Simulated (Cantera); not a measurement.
Feed: 1 mol B2H6, 0.39 mol H2O, equilibrated at 3.80 mbar.

Method: chemical equilibrium by Gibbs-energy minimisation in Cantera with the NASA 1993 tables (ideal gas, pure condensed phases). Candidate condensed phases: B, B2O3, B3O3H3, H2O; 23 gas species. The feed counts by its element totals alone. Mutual solubility and eutectic melting of coexisting phases are not modelled. The tables' values for BH2 are old estimates; treat these amounts as uncertain. The numbers say what is thermodynamically allowed, not how fast it happens.

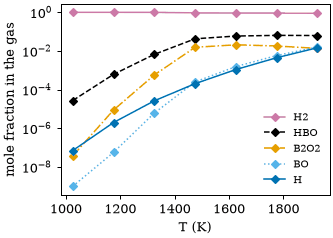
*Equilibrium gas composition (values under 1e-9 drawn at 1e-9)*

### Question
Read off the mole fractions at 1775 K.

### Answer
H2 about 0.91, HBO about 0.064, B2O2 about 0.018, BO about 0.0058, H about 0.0045.
